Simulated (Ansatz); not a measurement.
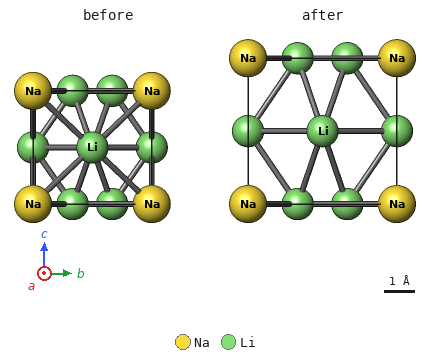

The structure of a crystal of NaLi₅ (a generated structure, set up in P6/mmm) (coarse preliminary run) before (left) and after (right) a relaxation, at one scale.

The picture is a ball-and-stick view of the cell of the calculation, seen along the a axis.

These are results of DFT PBE, scalar-relativistic, plane waves, PAW (Ansatz), not measurements. Set-up: plane-wave cutoff 420 eV; k-point mesh 6 × 6 × 4; occupations gaussian; smearing width 0.1 eV; no spin polarisation; cell and atoms relaxed; force threshold 0.04 eV/Å; at most 70 steps.

> What changed between the two?

No atom moves by more than 0.005 Å relative to the cell. Cell: a = b 4.683 → 5.877 Å (+25.5 %), c 3.870 → 4.986 Å (+28.8 %). Volume +102.9 %. Near-neighbour distances that change, for instance: Li–Na 3.038 → 3.854 Å, Li–Na 2.704 → 3.393 Å, Li–Li 2.361 → 3.016 Å, Li–Li 2.342 → 2.939 Å. The space group stays P6/mmm (No. 191). After 7 accepted moves (9 points after the start) the energy has fallen by 3.712 eV per cell of the calculation. All forces vanish by symmetry, so only the cell relaxes. The pressure goes from 26.73 to 0.05 GPa. At 2 points the geometry stayed and the basis and grid were re-selected for the new cell (energy shift of 0.148 eV per cell of the calculation at most each time).

Limits of the set-up: the k-point mesh is coarse for a cell with partly filled bands.
